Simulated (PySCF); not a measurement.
```xyz
21

C     3.0521   -0.6764    1.3156
C     2.5973   -0.6325    0.1989
B     2.0209   -0.5705   -1.1837
C     0.6376    0.1431   -1.4676
N    -0.0977    0.6721   -0.3302
Si    0.2210    2.2422    0.2724
C    -0.7144   -0.3466    0.4958
C    -2.0422   -0.7734   -0.0592
C    -3.1645   -0.7977    0.6335
H     3.4529   -0.7163    2.2873
H     2.6035   -1.0505   -2.0807
H    -0.0226   -0.5278   -2.0351
H     0.8357    0.9793   -2.1491
H     1.4333    2.3846    1.0998
H    -0.9475    2.6033    1.0756
H     0.3658    3.0961   -0.9101
H    -0.8559    0.0390    1.5065
H    -0.0472   -1.2196    0.5620
H    -2.0436   -1.0542   -1.1039
H    -4.1007   -1.1043    0.1976
H    -3.1927   -0.5181    1.6741
```

Geometry: GFN2-xTB.

Theory: PBE0/pcSseg-1, SCF density, gas phase, non-relativistic in PySCF 2.14.0.

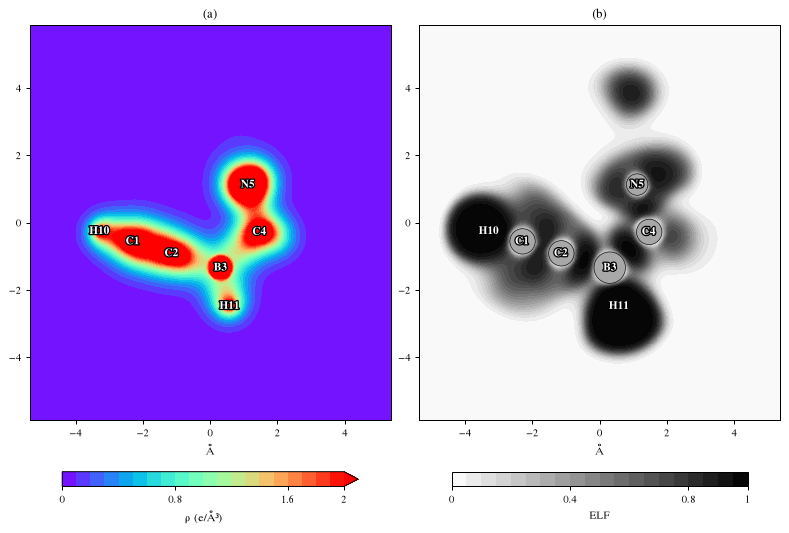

C6H12BNSi (SMILES C#CBCN([SiH3])CC=C). (a) electron density; (b) ELF on the plane of atoms C2, B3 and H11. Grey discs cover the atomic cores in the ELF map.

Describe what can be read from this map.

Answer. Atoms in the plane: C, B, N and H.
C–C (1.21 Å): ρ is about 2.8 e/Å³ halfway; the ELF peaks at about 0.90 between the atoms: a multiple bond.
C–N (1.45 Å): ρ at the midpoint is about 1.9 e/Å³; the ELF peaks at about 0.90 between the atoms, as expected for a covalent bond.
C–B (1.50 Å): ρ at the midpoint is about 1.5 e/Å³; the ELF peaks at about 1 between the atoms; localised, covalent bonding.
C–H (1.05 Å): ρ is about 2.1 e/Å³ halfway; the ELF climbs to about 1 towards the hydrogen, as it does in any bond to H; a covalent bond by its length.
C–B (1.58 Å): the density is about 1.4 e/Å³ at the midpoint; the ELF peaks at about 1 between the atoms; a covalent bond.
The ELF also peaks beside N5, away from the bonds: lone-pair regions.
